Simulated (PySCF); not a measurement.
**[Dy(BH4)3(H2O)]−: other functionals and bases at one geometry**

Aim: see how levels, charges and forces of [Dy(BH4)3(H2O)]− depend on the level of theory. The structure is generated, not taken from experiment.

Program: PySCF 2.14.0. Level of theory: several levels, as the steps say, no spin–orbit coupling. These are calculated values, not measurements.

1 further run of the same task is left out (for a known fault of the program). Runs told in other sessions of the task aren't counted.

## (1) The starting structure

19 atoms, charge -1, spin multiplicity 1.

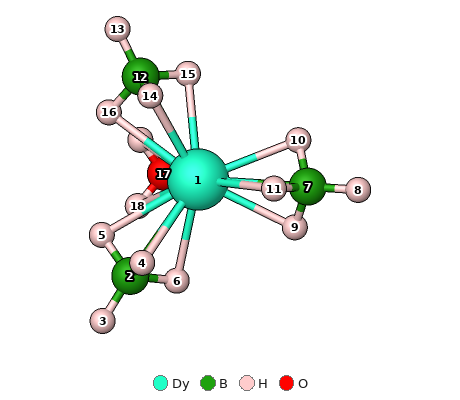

The structure; dysprosium teal, boron green, hydrogen pink, oxygen red; atoms are numbered from 1 in the order of the file.

Coordinates:

```xyz
19

Dy   -0.1525   -0.1917    0.0393
B     1.1339    1.9614    1.1067
H     1.6876    2.8931    1.6706
H     1.4735    0.8736    1.6179
H     1.4504    1.9211   -0.0999
H    -0.1062    2.0600    1.1969
B    -1.9610   -1.5533    1.4352
H    -2.7935   -2.1755    2.0767
H    -2.0635   -0.3247    1.6344
H    -2.0910   -1.7535    0.2098
H    -0.7998   -1.8929    1.7535
B     0.9553   -1.2333   -2.2132
H     1.4272   -1.7783   -3.1993
H     1.3389   -1.8035   -1.1699
H    -0.2914   -1.2704   -2.2376
H     1.3225   -0.0420   -2.1428
O    -0.6908    1.6713   -1.6881
H    -0.0771    2.2673   -1.2251
H    -0.1301    1.2292   -2.3475
```

Formal oxidation states: Dy +2. Each metal's 10 4f electrons lie in its core potential, so multiplicities, spins and levels count the valence alone. An earlier session relaxed this geometry at PBE0, Dy lcecp-0-SVP with ECP56, B def2-SVP, H def2-SVP, O def2-SVP (singlet, point group C1).

At PBE0 on the finer grid: E = -188.923700 Eh, frontier levels not given, since the 4f levels lie in the core, Mulliken charge on Dy1 +0.39 e, largest force component 0.007 eV/Å. 

Levels to run: BP86; revPBE; PBE0, TZVP. Hardware: 4 threads of Arm Neoverse V1, shared host.

## (2) BP86

run.py (the lines that set the calculation) reads:

```python
mol = gto.M(atom='''
Dy    -0.15247    -0.19174     0.03926
B      1.13388     1.96143     1.10674
H      1.68764     2.89312     1.67060
H      1.47348     0.87355     1.61786
H      1.45036     1.92112    -0.09989
H     -0.10616     2.06001     1.19691
B     -1.96101    -1.55334     1.43522
H     -2.79352    -2.17552     2.07674
H     -2.06346    -0.32468     1.63439
H     -2.09101    -1.75346     0.20976
H     -0.79979    -1.89286     1.75347
B      0.95528    -1.23329    -2.21319
H      1.42719    -1.77828    -3.19933
H      1.33887    -1.80348    -1.16994
H     -0.29142    -1.27044    -2.23756
H      1.32246    -0.04195    -2.14279
O     -0.69076     1.67127    -1.68807
H     -0.07715     2.26729    -1.22515
H     -0.13010     1.22916    -2.34753''',
    basis={'Dy': 'lcecp-0-SVP', 'B': 'def2-SVP', 'H': 'def2-SVP', 'O': 'def2-SVP'},
    ecp={'Dy': 'lcecp-0-SVP'},
    charge=-1, spin=0)
mf = dft.RKS(mol, xc='B88,P86')
mf.grids.atom_grid = (75, 302)  # f atoms: unpruned, at least (60, 302)
mf = mf.density_fit()  # fitting sets: Dy AutoAux, B def2-universal-JKFIT, H def2-universal-JKFIT, O def2-universal-JKFIT
mf.conv_tol = 1e-08; mf.max_cycle = 55
mf.kernel(dm0)  # dm0: the density of the relaxed state
```

Started as:

```sh
OMP_NUM_THREADS=4 python run.py
```

Log:

```text
init E= -189.187967806162
cycle= 1 E= -189.190214931553  delta_E= -0.00225  |g|= 0.0229  |ddm|= 0.321
cycle= 2 E= -189.190086375833  delta_E= 0.000129  |g|= 0.0341  |ddm|= 0.0976
cycle= 3 E= -189.190397612569  delta_E= -0.000311  |g|= 0.00552  |ddm|= 0.0426
cycle= 4 E= -189.190404839241  delta_E= -7.23e-06  |g|= 0.0015  |ddm|= 0.00962
cycle= 5 E= -189.190405456792  delta_E= -6.18e-07  |g|= 0.000269  |ddm|= 0.0019
cycle= 6 E= -189.190405479437  delta_E= -2.26e-08  |g|= 6.13e-05  |ddm|= 0.000417
cycle= 7 E= -189.190405477524  delta_E= 1.91e-09  |g|= 9.03e-06  |ddm|= 0.000103
Extra cycle  E= -189.190405477495  delta_E= 2.9e-11  |g|= 1.58e-05  |ddm|= 2.69e-05
converged SCF energy = -189.190405477495
```

Wall time 11 s (4 threads of Arm Neoverse V1, shared host).

Result: E = -189.190405 Eh, frontier levels not given, since the 4f levels lie in the core, Mulliken charge on Dy1 +0.14 e, largest force component 0.848 eV/Å. 

## (3) revPBE

Changes to run.py (the lines that set the calculation) since step 2:

```diff
@@ -23,3 +23,3 @@
     charge=-1, spin=0)
-mf = dft.RKS(mol, xc='B88,P86')
+mf = dft.RKS(mol, xc='PBE_R,PBE')
 mf.grids.atom_grid = (75, 302)  # f atoms: unpruned, at least (60, 302)
```

Started as:

```sh
OMP_NUM_THREADS=4 python run.py
```

Log:

```text
init E= -189.112496194296
cycle= 1 E= -189.114744991203  delta_E= -0.00225  |g|= 0.0225  |ddm|= 0.296
cycle= 2 E= -189.114561870648  delta_E= 0.000183  |g|= 0.0393  |ddm|= 0.0806
cycle= 3 E= -189.114868566666  delta_E= -0.000307  |g|= 0.00335  |ddm|= 0.0359
cycle= 4 E= -189.114871645122  delta_E= -3.08e-06  |g|= 0.00105  |ddm|= 0.00879
cycle= 5 E= -189.114872068158  delta_E= -4.23e-07  |g|= 0.000177  |ddm|= 0.00173
cycle= 6 E= -189.114872078225  delta_E= -1.01e-08  |g|= 5.18e-05  |ddm|= 0.000265
cycle= 7 E= -189.114872079193  delta_E= -9.68e-10  |g|= 8.89e-06  |ddm|= 7.79e-05
Extra cycle  E= -189.11487207918  delta_E= 1.3e-11  |g|= 1.14e-05  |ddm|= 2.48e-05
converged SCF energy = -189.11487207918
```

Run time: 11 s. Hardware: 4 threads of Arm Neoverse V1, shared host.

Read off: E = -189.114872 Eh, frontier levels not given, since the 4f levels lie in the core, Mulliken charge on Dy1 +0.17 e, largest force component 0.793 eV/Å. 

## (4) PBE0, TZVP

Basis: Dy lcecp-0-TZVP with ECP56, B def2-TZVP, H def2-TZVP, O def2-TZVP. 

Changes to run.py (the lines that set the calculation) since step 3:

```diff
@@ -20,6 +20,6 @@
 H     -0.13010     1.22916    -2.34753''',
-    basis={'Dy': 'lcecp-0-SVP', 'B': 'def2-SVP', 'H': 'def2-SVP', 'O': 'def2-SVP'},
-    ecp={'Dy': 'lcecp-0-SVP'},
+    basis={'Dy': 'lcecp-0-TZVP', 'B': 'def2-TZVP', 'H': 'def2-TZVP', 'O': 'def2-TZVP'},
+    ecp={'Dy': 'lcecp-0-TZVP'},
     charge=-1, spin=0)
-mf = dft.RKS(mol, xc='PBE_R,PBE')
+mf = dft.RKS(mol, xc='PBE0')
 mf.grids.atom_grid = (75, 302)  # f atoms: unpruned, at least (60, 302)
@@ -27,2 +27,2 @@
 mf.conv_tol = 1e-08; mf.max_cycle = 55
-mf.kernel(dm0)  # dm0: the density of the relaxed state
+mf.kernel(dm0)  # dm0: free metal ions and neutral atoms
```

Started as:

```sh
OMP_NUM_THREADS=4 python run.py
```

Log:

```text
init E= -195.048280237552
cycle= 1 E= -188.419764973802  delta_E= 6.63  |g|= 1.86  |ddm|= 3.43
cycle= 2 E= -188.168263400882  delta_E= 0.252  |g|= 2.37  |ddm|= 2.84
cycle= 3 E= -189.099704529217  delta_E= -0.931  |g|= 0.165  |ddm|= 1.15
cycle= 4 E= -189.106345019523  delta_E= -0.00664  |g|= 0.0914  |ddm|= 0.298
cycle= 5 E= -189.108948505595  delta_E= -0.0026  |g|= 0.0202  |ddm|=  0.1
cycle= 6 E= -189.109051817454  delta_E= -0.000103  |g|= 0.0035  |ddm|= 0.0173
cycle= 7 E= -189.10905514584  delta_E= -3.33e-06  |g|= 0.000739  |ddm|= 0.00431
cycle= 8 E= -189.109055331773  delta_E= -1.86e-07  |g|= 0.000187  |ddm|= 0.00096
cycle= 9 E= -189.109055342817  delta_E= -1.1e-08  |g|= 2.6e-05  |ddm|= 0.000199
cycle= 10 E= -189.109055343009  delta_E= -1.93e-10  |g|= 1.04e-05  |ddm|= 3.72e-05
Extra cycle  E= -189.109055343017  delta_E= -7.28e-12  |g|= 9.71e-06  |ddm|= 1.83e-05
converged SCF energy = -189.109055343017
```

Run time: 43 s. Hardware: 4 threads of Arm Neoverse V1, shared host.

Read off: E = -189.109055 Eh, frontier levels not given, since the 4f levels lie in the core, Mulliken charge on Dy1 +1.04 e, largest force component 0.210 eV/Å. 

## (5) All levels side by side

| level | state | charge on Dy1 (e) | dipole (D) | largest force component (eV/Å) | basis functions | time |
| --- | --- | --- | --- | --- | --- | --- |
| PBE0 (relaxed here) | singlet | 0.39 | 2.56 | 0.01 | 157 | 9.9 s |
| BP86 | singlet | 0.14 | 2.58 | 0.85 | 157 | 11 s |
| revPBE | singlet | 0.17 | 2.58 | 0.79 | 157 | 11 s |
| PBE0, TZVP | singlet | 1.04 | 2.35 | 0.21 | 255 | 43 s |

Times are on 4 threads of Arm Neoverse V1, shared host; the first row also made further properties. The dipole of a charged species depends on the origin, so these sizes hold for this origin alone.

The largest leftover force, 0.85 eV/Å with BP86, stands at a geometry relaxed at another level. The Mulliken charge on Dy spans +0.14 to +1.04 e over the levels. With 4f in the core, its levels are missing from HOMO and gap, and its count is fixed, so no charge can pass from the ligands into it. Total energies of different levels can't be compared. Spin–orbit coupling is left out throughout.
